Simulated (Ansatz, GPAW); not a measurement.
# Dielectric function and optical constants of Mn3AgP (model structure)

Aim: the dielectric function of Mn3AgP (model structure), and the optical constants that follow from it. The structure is a model built here, which may or may not match a known phase. It was built so: All N replaced by P in the Pm-3m structure of Mn3AgN. The cell is first relaxed with Ansatz.

Method: DFT, revPBE, plane-wave PAW (GPAW data sets), scalar-relativistic, RPA, optical limit, in GPAW 26.7.0.

## 1. Starting point

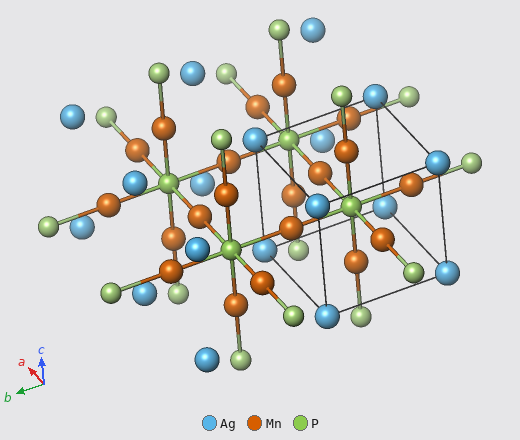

The starting structure, seen from a free direction (silver blue, manganese orange, phosphorus green). 2×2×1 cells are drawn. Some periodic images of atoms are drawn too.

## 2. Relaxation

Spectra hang on bond lengths, so the cell is first brought to its minimum.

This step: DFT, revPBE, plane-wave PAW, default files, scalar-relativistic, relaxation (Ansatz 0.2.0).

File input.yaml:

```yaml
crystal:
  lattice:
    - [4.22523744, 0.0, 0.0]
    - [0.0, 4.22523744, 0.0]
    - [0.0, 0.0, 4.22523744]
  atoms:
    - { symbol: Ag, position: [0.0, 0.0, 0.0] }
    - { symbol: Mn, position: [0.5, 0.5, 0.0], spin: 4.0 }
    - { symbol: Mn, position: [0.5, 0.0, 0.5], spin: 4.0 }
    - { symbol: Mn, position: [0.0, 0.5, 0.5], spin: 4.0 }
    - { symbol: P, position: [0.5, 0.5, 0.5] }
magnetization:
  spin_polarized: true
kpoints:
  mp_grid: { grid: [5, 5, 5] }
scf:
  occupations: { method: fermi_dirac, width: 0.05 }
hamiltonian:
  xc: revpbe
output:
  forces: true
  stress: true
  write_density: true
  write_potential: true
  elf: true
  volumetric_format: npy
relax:
  f_tol: 0.02
  max_steps: 50
  cell: {}
```

Started as:

```console
$ ansatz run input.yaml --threads 1 --pin off --max-ram 4096MiB --backend cpu --events-out ev --progress --plain --runs-dir out
```

Numbers of over 12 decimals in the logs are rounded to 6 here.

Output:

```text
Engine: ansatz 0.2.0, aarch64-unknown-linux-gnu
Pseudopotentials: kind: paw
Pseudopotential: Ag, paw, valence charge 19, recommended cutoff 420 eV (normal), Ag.paw.azcp
Pseudopotential: Mn, paw, valence charge 15, recommended cutoff 420 eV (normal), Mn.paw.azcp
Pseudopotential: P, paw, valence charge 5, recommended cutoff 420 eV (normal), P.paw.azcp
Functional definition: revPBE
  parameter kappa = 1.245
  parameter beta = 0.066725
  exchange = pbe_x(kappa = kappa, mu = beta*pi^2/3)
  correlation = pbe_c(beta = beta)
Crystal: 5 atoms, lattice volume = 75.432 Å³
Basis set: ecut = 420 eV, 1419 PW (Γ), exchange–correlation on 60×60×60 points (8 copies of the dense FFT grid, shifted against one another)
Bands: 49, of which v1, the nominal top of the filled ones, is band 35 counted from 1 (34 counted from 0)
Symmetry: 48 space group operations
Space group: Pm-3m (ITA 221), of the structure as read, at distance tolerance 4.2e-5 Å
Magnetic group: BNS 221.92 (UNI 1594), of the structure as read, at distance tolerance 4.2e-5 Å
k-points: 10 of 125
Non-local potential: Ag, projectors of the file, l = 0: 3, l = 1: 2, l = 2: 2, l = 3: 1
Non-local potential: Mn, projectors of the file, l = 0: 3, l = 1: 2, l = 2: 3, l = 3: 1
Non-local potential: P, projectors of the file, l = 0: 2, l = 1: 2, l = 2: 2
PAW form: soft (Blöchl's): semilocal exchange-correlation on the pseudo side does not see the compensation charge
PAW frozen core: Ag, regenerated for the run's functional, and the local potential with it (the file was generated under x = pbe(κ = 0.804, μ = 0.219515), c = pbe(β = 0.066725))
PAW frozen core: Mn, regenerated for the run's functional, and the local potential with it (the file was generated under x = pbe(κ = 0.804, μ = 0.219515), c = pbe(β = 0.066725))
PAW frozen core: P, regenerated for the run's functional, and the local potential with it (the file was generated under x = pbe(κ = 0.804, μ = 0.219515), c = pbe(β = 0.066725))
PAW one-centre angular grid: Ag, 590 points (default); XC on 64 Gauss nodes
PAW one-centre angular grid: Mn, 590 points (default); XC on 64 Gauss nodes
PAW one-centre angular grid: P, 110 points (default); XC on 64 Gauss nodes
Initial density: superposition of atomic densities (chi_scale 0.1, normalization cell, long waves kept (reshape's long-wave potential 0.00 eV rms))
Starting moments: Σ|m| = 12 μB on 3 of 5 sites
Initial wavefunctions: pseudopotential atomic-orbital guess
Functional: x = revpbe(κ = 1.245, μ = 0.219515), c = pbe(β = 0.066725)
SCF iter   1: F=—  HF=-20057.381157 eV  |F-HF|=—  |Δ(HF+E_count)|=         —  Δρ=4.62e-2 (↑3.68e-2 ↓4.62e-2)  dr2=6.03e0  dr2_m=4.80e-1  M=10.309 μB ∫|m|=10.840 μB  β_m=0.30  ethr=3.10e-3  ⟨swp⟩=7.2  Hψ=3992  notcnv=0  defer=2
Mixer restart at iter 1: flushing history
preconditioner: auto → Kerker (q_TF=auto, 2.688 Å⁻¹)  [metal: Δε(μ)=0.165 eV  Ē_g=8.224 eV  σ=0.050 eV  W_gap=0.49  n_scr=26 (ndim 8)  ℏωp=26.0 eV  f_vac=0.000  D(μ)=3.42/eV (n_scr^D=26)]
spin=Collinear: Kerker preconditioning applied to the charge; magnetization (m = ρ↑ − ρ↓) channel mixes plain (no charge-response kernel on spin).
SCF iter   2: F=—  HF=-20057.665779 eV  |F-HF|=—  |Δ(HF+E_count)|=   2.85e-1  Δρ=3.26e-2 (↑2.21e-2 ↓3.26e-2)  dr2=2.45e0  dr2_m=2.99e-1  M=10.116 μB ∫|m|=10.729 μB  β_m=0.52  ethr=3.10e-3  ⟨swp⟩=2.1  Hψ=1387  notcnv=0  defer=72
preconditioner: auto → Resta (q_TF=auto, 2.688 Å⁻¹)  ε∞=10.8  [insulator: Δε(μ)=0.143 eV  Ē_g=8.294 eV  σ=0.050 eV  W_gap=0.57  n_scr=26 (ndim 8)  ℏωp=26.0 eV  f_vac=0.000  D(μ)=1.99/eV (n_scr^D=18)  ε∞_Penn≈10.8]
spin=Collinear: Resta preconditioning applied to the charge; magnetization (m = ρ↑ − ρ↓) channel mixes plain (no charge-response kernel on spin).
SCF iter   3: F=—  HF=-20059.134175 eV  |F-HF|=—  |Δ(HF+E_count)|=    1.47e0  Δρ=1.79e-2 (↑9.47e-3 ↓1.79e-2)  dr2=4.26e-1  dr2_m=1.03e-1  M=9.744 μB ∫|m|=10.446 μB  β_m=0.73  ethr=3.10e-3  ⟨swp⟩=3.0  Hψ=1452  notcnv=0  defer=77
SCF iter   4: F=—  HF=-20059.338122 eV  |F-HF|=—  |Δ(HF+E_count)|=   2.04e-1  Δρ=6.17e-3 (↑6.17e-3 ↓5.14e-3)  dr2=2.96e-2  dr2_m=1.28e-2  M=9.457 μB ∫|m|=10.160 μB  β_m=0.86  ethr=6.18e-4  ⟨swp⟩=3.1  Hψ=1695  notcnv=0  defer=76
SCF iter   5: F=—  HF=-20059.360480 eV  |F-HF|=—  |Δ(HF+E_count)|=         —  Δρ=1.73e-3 (↑1.73e-3 ↓1.04e-3)  dr2=9.38e-4  dr2_m=1.01e-3  M=9.417 μB ∫|m|=10.089 μB  β_m=0.86  ethr=4.28e-5  ⟨swp⟩=2.3  Hψ=1899  notcnv=0  defer=76
Mixer restart at iter 5: flushing history
SCF iter   6: F=—  HF=-20059.361702 eV  |F-HF|=—  |Δ(HF+E_count)|=   1.22e-3  Δρ=1.53e-3 (↑1.53e-3 ↓5.53e-4)  dr2=2.40e-3  dr2_m=2.92e-4  M=9.402 μB ∫|m|=10.071 μB  β_m=0.93  ethr=1.36e-6  ⟨swp⟩=2.6  Hψ=1823  notcnv=0  defer=76
SCF iter   7: F=—  HF=-20059.361993 eV  |F-HF|=—  |Δ(HF+E_count)|=   2.91e-4  Δρ=1.49e-3 (↑1.49e-3 ↓4.50e-4)  dr2=1.62e-3  dr2_m=2.97e-4  M=9.426 μB ∫|m|=10.092 μB  β_m=0.71  ethr=1.36e-6  ⟨swp⟩=2.0  Hψ=1860  notcnv=0  defer=76
SCF iter   8: F=—  HF=-20059.361471 eV  |F-HF|=—  |Δ(HF+E_count)|=   5.22e-4  Δρ=1.34e-4 (↑1.34e-4 ↓7.98e-5)  dr2=1.50e-5  dr2_m=1.98e-6  M=9.414 μB ∫|m|=10.080 μB  β_m=0.85  ethr=1.36e-6  ⟨swp⟩=2.1  Hψ=1649  notcnv=0  defer=76
SCF iter   9: F=—  HF=-20059.361451 eV  |F-HF|=—  |Δ(HF+E_count)|=   2.00e-5  Δρ=6.89e-5 (↑6.89e-5 ↓3.57e-5)  dr2=4.73e-6  dr2_m=4.30e-7  M=9.414 μB ∫|m|=10.080 μB  β_m=0.86  ethr=2.18e-8  ⟨swp⟩=2.0  Hψ=1680  notcnv=0  defer=76
SCF iter  10: F=—  HF=-20059.361450 eV  |F-HF|=—  |Δ(HF+E_count)|=   6.87e-7  Δρ=2.93e-5 (↑2.93e-5 ↓1.18e-5)  dr2=5.73e-7  dr2_m=1.58e-7  M=9.413 μB ∫|m|=10.079 μB  β_m=0.87  ethr=6.85e-9  ⟨swp⟩=2.0  Hψ=1606  notcnv=0  defer=76
SCF iter  11: F=—  HF=-20059.361450 eV  |F-HF|=—  |Δ(HF+E_count)|=   1.27e-9  Δρ=8.13e-6 (↑8.13e-6 ↓3.37e-6)  dr2=4.19e-8  dr2_m=1.32e-8  M=9.413 μB ∫|m|=10.079 μB  β_m=0.93  ethr=8.31e-10  ⟨swp⟩=2.4  Hψ=1512  notcnv=0  defer=76
SCF iter  12: F=-20059.361450 eV  HF=-20059.361450 eV  |F-HF|=2.02e-9  |Δ(HF+E_count)|=   5.88e-9  Δρ=9.81e-7 (↑7.37e-7 ↓9.81e-7)  dr2=2.79e-9  dr2_m=2.99e-11  M=9.413 μB ∫|m|=10.079 μB  ethr=6.07e-11  ⟨swp⟩=6.2  Hψ=5778  notcnv=0
SCF 1 converged in 12 iterations: F = -20059.361450 eV  dr2 = 2.79e-9
  greatest PAW one-centre occupation: 1.002 electrons in one spin orbital (limit 2), on the Mn atom at site 2 (counted from 0), in its partial waves of l = 1
relax step   1: F+E_penalty+E_count = -20059.36145031 eV  Δ(F+E_penalty+E_count) = +0.000e0 eV  max|allowed force component| = 5.040e-28 eV/Å  Δτ_max = 0.0000 Å  P = +14.090 GPa  Ω = 75.432 Å³  (12 SCF iters, dr2 threshold 1.00e-7 eV, accepted)
Crystal: 5 atoms, lattice volume = 82.120 Å³
[...]
SCF iter   8: F=-20059.748421 eV  HF=-20059.748421 eV  |F-HF|=7.88e-8  |Δ(HF+E_count)|=   1.66e-7  Δρ=6.82e-6 (↑4.04e-6 ↓6.82e-6)  dr2=1.04e-7  dr2_m=3.96e-9  M=9.805 μB ∫|m|=10.665 μB  ethr=3.82e-10  ⟨swp⟩=7.7  Hψ=7214  notcnv=0
SCF 3 converged in 8 iterations: F = -20059.748421 eV  dr2 = 1.04e-7
  Residual-converged pass: ⟨swp⟩=1.1  Hψ=1062  notcnv=0  max |occ|·‖R‖ = 7.0e-9 eV (tolerance 1.0e-8 eV)  dr2=1.04e-7  dr2_m=3.96e-9  dr2_onsite=1.05e-8  max |Δocc| = 6.9e-12
  greatest PAW one-centre occupation: 1.002 electrons in one spin orbital (limit 2), on the Mn atom at site 3 (counted from 0), in its partial waves of l = 1
relax step   3: F+E_penalty+E_count = -20059.74842106 eV  Δ(F+E_penalty+E_count) = -3.066e-2 eV  max|allowed force component| = 1.593e-28 eV/Å  Δτ_max = 0.0000 Å  P = +0.757 GPa  Ω = 84.586 Å³  energy of the carried Pulay correction = -3.777e-3 eV  (8 SCF iters, dr2 threshold 5.00e-7 eV, accepted)
[...]
relax step   4: F+E_penalty+E_count = -20059.75002368 eV  Δ(F+E_penalty+E_count) = -1.603e-3 eV  max|allowed force component| = 4.444e-29 eV/Å  Δτ_max = 0.0000 Å  P = +0.034 GPa  Ω = 85.369 Å³  energy of the carried Pulay correction = -4.080e-3 eV  (8 SCF iters, dr2 threshold 5.00e-7 eV, accepted)
[...]
relax step   5: F+E_penalty+E_count = -20059.75443131 eV  Δ(F+E_penalty+E_count) = -4.408e-3 eV  max|allowed force component| = 1.459e-29 eV/Å  Δτ_max = 0.0000 Å  P = +0.070 GPa  Ω = 85.369 Å³  stress off target by 7.02e-2 GPa  SCF on the basis re-selected at this cell (its energy is not comparable with the rows above)  (10 SCF iters)
[...]
relax step   6: F+E_penalty+E_count = -20059.75441957 eV  Δ(F+E_penalty+E_count) = +1.173e-5 eV  max|allowed force component| = 1.137e-28 eV/Å  Δτ_max = 0.0000 Å  P = +0.004 GPa  Ω = 85.446 Å³  energy of the carried Pulay correction = -2.944e-5 eV  (8 SCF iters, dr2 threshold 1.23e-8 eV, accepted)
iter 1 solved again at ethr=1.41e-7 eV; its pass at ethr=3.10e-3 eV (dr2=9.72e-5 eV) is discarded
SCF iter   1: F=—  HF=-20059.754461 eV  |F-HF|=—  |Δ(HF+E_count)|=         —  Δρ=2.22e-6 (↑2.22e-6 ↓1.91e-6)  dr2=6.08e-9  dr2_m=7.88e-10  M=9.862 μB ∫|m|=10.733 μB  β_m=0.65  ethr=1.41e-7  ⟨swp⟩=4.2  Hψ=6971  notcnv=0
eigensolver tolerance schedule: the retry pair's looser diagonalisation over-reported the residual by 15987.08 of it (diagonalisation noise at 2.66 of the residual, at the tolerance the schedule requests for it); recorded, not acted on — ethr = c·dr2/N_el stays at c = 1.0e-1
spin=Collinear: Kerker preconditioning applied to the charge; magnetization (m = ρ↑ − ρ↓) channel mixes plain (no charge-response kernel on spin).
SCF iter   2: F=—  HF=-20059.754458 eV  |F-HF|=—  |Δ(HF+E_count)|=   2.84e-6  Δρ=1.11e-6 (↑1.11e-6 ↓8.56e-7)  dr2=6.71e-10  dr2_m=2.65e-10  M=9.862 μB ∫|m|=10.733 μB  β_m=0.46  ethr=8.81e-12  ⟨swp⟩=3.9  Hψ=2335  notcnv=0
SCF iter   3: F=—  HF=-20059.754458 eV  |F-HF|=—  |Δ(HF+E_count)|=  1.64e-10  Δρ=5.21e-7 (↑3.15e-7 ↓5.21e-7)  dr2=1.20e-10  dr2_m=4.25e-11  M=9.862 μB ∫|m|=10.733 μB  β_m=0.56  ethr=1.00e-12  ⟨swp⟩=2.0  Hψ=1557  notcnv=0
SCF iter   4: F=—  HF=-20059.754458 eV  |F-HF|=—  |Δ(HF+E_count)|=  4.51e-10  Δρ=1.75e-7 (↑9.36e-8 ↓1.75e-7)  dr2=2.54e-11  dr2_m=3.85e-12  M=9.862 μB ∫|m|=10.733 μB  β_m=0.63  ethr=1.00e-12  ⟨swp⟩=1.0  Hψ=980  notcnv=0
SCF iter   5: F=—  HF=-20059.754458 eV  |F-HF|=—  |Δ(HF+E_count)|=  2.11e-10  Δρ=1.48e-7 (↑6.24e-8 ↓1.48e-7)  dr2=4.02e-11  dr2_m=2.08e-12  M=9.862 μB ∫|m|=10.733 μB  β_m=0.81  ethr=1.00e-12  ⟨swp⟩=1.1  Hψ=981  notcnv=0
SCF iter   6: F=-20059.754458 eV  HF=-20059.754458 eV  |F-HF|=7.28e-12  |Δ(HF+E_count)|=  1.60e-10  Δρ=1.08e-7 (↑1.08e-7 ↓8.05e-8)  dr2=1.32e-11  dr2_m=4.15e-12  M=9.862 μB ∫|m|=10.733 μB  ethr=1.00e-12  ⟨swp⟩=5.7  Hψ=4735  notcnv=0
SCF 7 converged in 6 iterations: F = -20059.754458 eV  dr2 = 1.32e-11
  greatest PAW one-centre occupation: 1.002 electrons in one spin orbital (limit 2), on the Mn atom at site 1 (counted from 0), in its partial waves of l = 1
relax step   7: F+E_penalty+E_count = -20059.75445821 eV  Δ(F+E_penalty+E_count) = -3.864e-5 eV  max|allowed force component| = 7.489e-29 eV/Å  Δτ_max = 0.0000 Å  P = +0.003 GPa  Ω = 85.446 Å³  stress off target by 3.37e-3 GPa  SCF on the basis re-selected at this cell (its energy is not comparable with the rows above)  (6 SCF iters)
basis re-selected at this cell: Δ(F+E_penalty+E_count) = -3.864e-5 eV, ΔP = -0.000 GPa vs the last step (what re-selecting the basis moved, of the pressure what is left beyond the Pulay correction that the steps carried, after the strain that the cell walked since its last selection, with what the two solves' SCF thresholds leave and, on support functions, any second-order correction that the steps lacked; it is no m [...]
SCF converged after 6 iterations
Magnetization: 9.8616 μB (39.4308 up, 29.5692 down)
Absolute magnetization: 10.7342 μB (∫|ρ↑−ρ↓|, with the PAW one-centre terms)
Spin contamination: 0.2921 ħ² per cell (⟨S²⟩ above its minimum at these occupations)
Per-site moments (μB) at R_I (Å): [(-0.033484, 1.284714), (3.060754, 0.908430), (3.060754, 0.908430), (3.060754, 0.908430), (-0.097711, 0.908430)]
Free energy (F): -20059.754458 eV
Harris-Foulkes:  -20059.754458 eV  (|F-HF|=7.28e-12)
Internal energy: -20059.735382 eV  (E = F + TS)
E sigma→0 (E₀):  -20059.744920 eV
Entropy (-TS):   -0.019076 eV (-3.815 meV/atom)
Fermi energy:    12.352386 eV
--- Per-component energies (eV) ---
  E_band       = -1126.702849
  E_kinetic    = 1508.571818
  E_local      = -9133.045785  (includes V_loc(G=0)·N_el)
  E_nonlocal   = 853.184435
  E_hartree    = 3851.937252
  E_xc         = -584.016777
  E_vxc        = -726.340331  (∫ρ·V_xc dr)
  E_paw        = -8401.835460  (= ΣΔE_a)
  E_vpaw       = -1332.947605  (= ΣTr[D̂ρ^β])
  E_aug_tail   = 0.000311  (compensation charges beyond the density's cutoff)
  E_ewald      = -8154.321692
  E_core_change = -0.209486  (= ΣΔE_core)
  E_smearing   = -0.019076  (= −TS)
  E_closure    = -0.000000  (closes the sum)
  Σ components = -20059.754458   (vs F -20059.754458, Δ=0.00e0)
--- Forces (eV/Å), atoms counted from 1 ---
  atom   1  Ag    -0.00000000     0.00000000     0.00000000
  atom   2  Mn    -0.00000000    -0.00000000     0.00000000
  atom   3  Mn    -0.00000000    -0.00000000    -0.00000000
  atom   4  Mn     0.00000000     0.00000000     0.00000000
  atom   5  P     -0.00000000    -0.00000000    -0.00000000
  max |Σ_I F_I| component: 2.15e-28 eV/Å
--- Stress (GPa, compression-positive) ---
        0.003374       0.000000      -0.000000
        0.000000       0.003374       0.000000
       -0.000000       0.000000       0.003374
  P = ⅓ Tr σ = 0.0034 GPa (0.034 kbar)
--- Band table (eV; the first three rows and the last of 20) ---
  k-point 0 ↑: bands = [... 31 lower, 10.2534, 10.2534, 10.7908, 10.7908, 10.7908, 10.9695, 11.1660, 11.1660, ... 10 higher]
  k-point 1 ↑: bands = [... 31 lower, 10.2405, 10.5815, 10.6974, 10.6974, 10.7781, 10.8765, 11.1662, 11.4380, ... 10 higher]
  k-point 2 ↑: bands = [... 31 lower, 10.2689, 10.3135, 10.5308, 10.5308, 10.6485, 10.7585, 11.1665, 11.9772, ... 10 higher]
  k-point 9 ↓: bands = [... 31 lower, 13.0563, 13.1303, 13.1303, 13.1763, 14.1417, 14.1417, 14.5404, 14.6492, ... 10 higher]
--- Relaxed structure (5 steps of the walk, 5 accepted, 2 SCFs on fresh bases) ---
  F+E_penalty+E_count = -20059.75445821 eV   max|allowed force component| = 7.489e-29 eV/Å   (the final SCF, on the basis selected at the relaxed cell)
  cell:  # Å, volume = 85.4461 Å³
    - [4.404509, 0, 0]
    - [0, 4.404509, 0]
    - [0, 0, 4.404509]
  atoms:
    - { symbol: Ag, position: [0, 0, 0] }
    - { symbol: Mn, position: [0.500000, 0.500000, 0] }
    - { symbol: Mn, position: [0.500000, 0, 0.500000] }
    - { symbol: Mn, position: [0, 0.500000, 0.500000] }
    - { symbol: P, position: [0.500000, 0.500000, 0.500000] }
```

Wall time 51 s (1 thread of Arm Neoverse V1, shared host); peak memory 0.41 GiB.

Relaxation path:

| step | energy less that of the first step (eV) | largest force component (eV/Å) | pressure (GPa) | volume (Å³) |
| --- | --- | --- | --- | --- |
| 1 | 0.0000 | 0.0000 | 14.09 | 75.43 |
| 2 | -0.3563 | 0.0000 | 3.49 | 82.12 |
| 3 | -0.3870 | 0.0000 | 0.76 | 84.59 |
| 4 | -0.3886 | 0.0000 | 0.03 | 85.37 |
| 5* | -0.3930 | 0.0000 | 0.07 | 85.37 |
| 6 | -0.3930 | 0.0000 | 0.00 | 85.45 |
| 7* | -0.3930 | 0.0000 | 0.00 | 85.45 |

Relaxation steps marked * repeat the geometry before them on a plane-wave basis chosen anew for their cell, so energy and pressure can jump there.

Forces are held to the 48 operations that the run works with; a distortion that breaks them can't arise in this run.

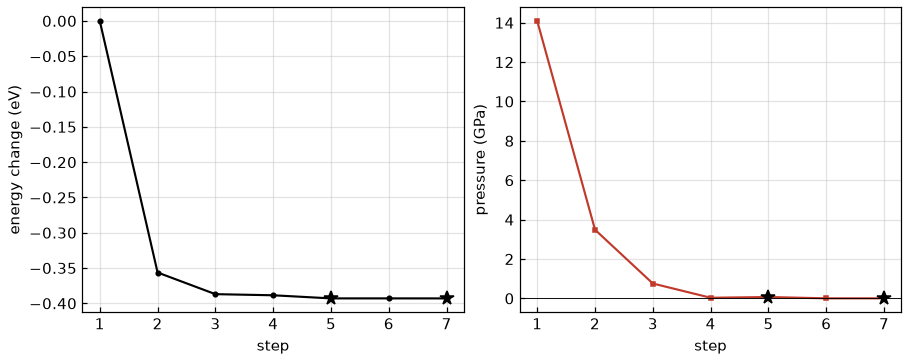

Energy and pressure along the relaxation. Stars mark steps on a basis chosen anew.

| conventional cell, symmetrised | before | after | change |
| --- | --- | --- | --- |
| a (Å) | 4.225 | 4.405 | +4.2 % |
| b (Å) | 4.225 | 4.405 | +4.2 % |
| c (Å) | 4.225 | 4.405 | +4.2 % |
| volume (Å³/atom) | 15.09 | 17.09 | +13.3 % |

The relaxed structure:

```
Ag Mn P
1.0
     4.40451    0.00000    0.00000
     0.00000    4.40451    0.00000
     0.00000    0.00000    4.40451
Ag Mn P
1 3 1
Direct
  0.00000 0.00000 0.00000
  0.50000 0.50000 0.00000
  0.50000 0.00000 0.50000
  0.00000 0.50000 0.50000
  0.50000 0.50000 0.50000
```

The relaxation ends with a pressure of 0.00 GPa.

[end of part 1 of 3]

[Machine, clock and banner lines and Python warnings are left out of the logs.]

[Logs are printed without paths, hosts, clocks, repeated set-up lines and the standing remarks that a program may print on its own settings, such as how far it seeks lower states.]

[Hosts, paths, dates, database ids (printed as entryN), source tags and the programs' standing remarks are cut or masked in the printed files.]
